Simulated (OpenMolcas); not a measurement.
A ladder of methods for CHF2 (difluoromethyl radical)

CHF2: 4 atoms, total charge 0, spin state doublet. As SMILES, `F[CH]F`. Geometry: relaxed at PBE0-D4/def2-TZVP.

```xyz
4

F    -1.2082    0.2646   -0.1417
C     0.0386    0.0634    0.2444
F     0.4331   -1.1668   -0.0296
H     0.7365    0.8387   -0.0731
```

Quantity: the energy change with the F1–C2 bond stretched from 1.321 to 3.302 Å, in eV. The values are calculated.

| level | kind | program | value (eV) | less FCI/STO-3G | CPU time (all runs) |
| --- | --- | --- | --- | --- | --- |
| ROHF/STO-3G | Hartree–Fock | OpenMolcas | 3.86 | -0.19 | 6.2 s |
| UHF/STO-3G | Hartree–Fock | OpenMolcas | 3.46 | -0.59 | 4.7 s |
| U-r2SCAN/STO-3G | meta-GGA | OpenMolcas | 5.31 | +1.26 | 77 s |
| UB3LYP/STO-3G | global hybrid | OpenMolcas | 5.20 | +1.15 | 18 s |
| UPBE0/STO-3G | global hybrid | OpenMolcas | 5.27 | +1.22 | 20 s |
| CASSCF(3,3)/STO-3G | multireference | OpenMolcas | 3.63 | -0.42 | 5.6 s |
| FCI/STO-3G | exact in the basis | OpenMolcas | 4.05 | 0.00 | 3.8 min |

FCI/STO-3G is exact within its basis and frozen core, so for wave-function methods in that basis the difference is their error; functionals converge differently with the basis, so for them it is only a difference. The first shape isn't each level's own minimum. The values span 3.46 to 5.31 eV. Spin contamination of the reference (⟨S²⟩ at least 0.1 too high) touches UHF/STO-3G, U-r2SCAN/STO-3G, UB3LYP/STO-3G, UPBE0/STO-3G. All rows use very small basis sets, so even the best lies far from the true value. Times are those of the runs behind each value, whatever else they computed, on shared processors of several kinds: orders of magnitude only.

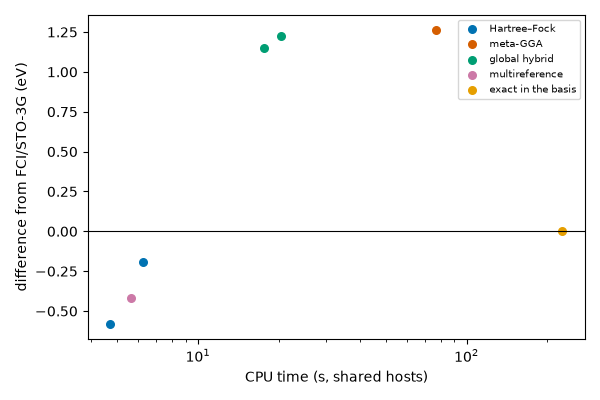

Difference from FCI/STO-3G against processor time, one point a level.
